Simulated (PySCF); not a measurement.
```yaml
atoms:
  - { symbol: C, position_ang: [-1.5312, 0.4510, -0.4332] }
  - { symbol: C, position_ang: [-0.4259, 0.2419, 0.2975] }
  - { symbol: C, position_ang: [0.8020, -0.3496, -0.2115] }
  - { symbol: C, position_ang: [1.8868, -0.5498, 0.5221] }
  - { symbol: O, position_ang: [2.8422, -0.7299, 1.1544] }
  - { symbol: H, position_ang: [-1.5814, 0.1816, -1.4918] }
  - { symbol: H, position_ang: [-2.4196, 0.9004, 0.0136] }
  - { symbol: H, position_ang: [-0.4258, 0.5293, 1.3544] }
  - { symbol: H, position_ang: [0.8840, -0.6639, -1.2568] }
```

Geometry: PBE0-D3(BJ)/ma-def2-SVP.

Computed with DFT single point, gas phase, functional wB97X (PySCF 2.14.0, density-fitted response routines).

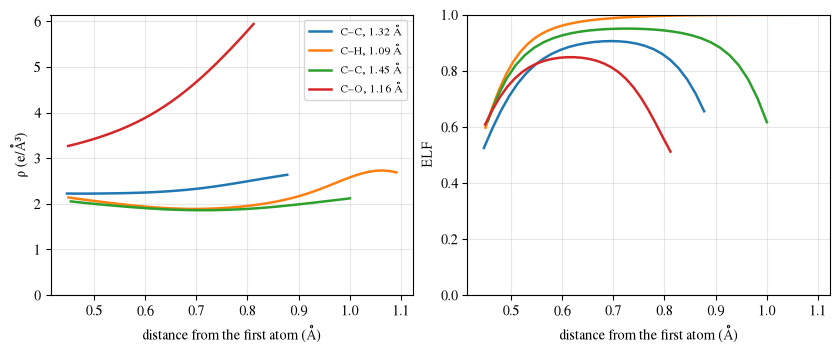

C4H4O (SMILES C=CC=C=O). Total electron density and electron localisation function along straight lines between neighbouring atoms. The curves leave out the atomic cores.

Q: What kind of bonding do the profiles show?

A: C–C (1.32 Å): the density is about 2.3 e/Å³ at the midpoint; the ELF peaks at about 0.90 between the atoms: a short, multiple covalent bond.
C–H (1.09 Å): the density is about 2 e/Å³ at the midpoint; the ELF climbs to about 1 towards the hydrogen, as it does in any bond to H; an ordinary covalent bond to hydrogen.
C–C (1.45 Å): the density is about 1.9 e/Å³ at the midpoint; the ELF peaks at about 0.95 between the atoms: a covalent bond.
C–O (1.16 Å): the density is about 3.8 e/Å³ at the midpoint; the ELF peaks at about 0.85 between the atoms: a short, multiple covalent bond.
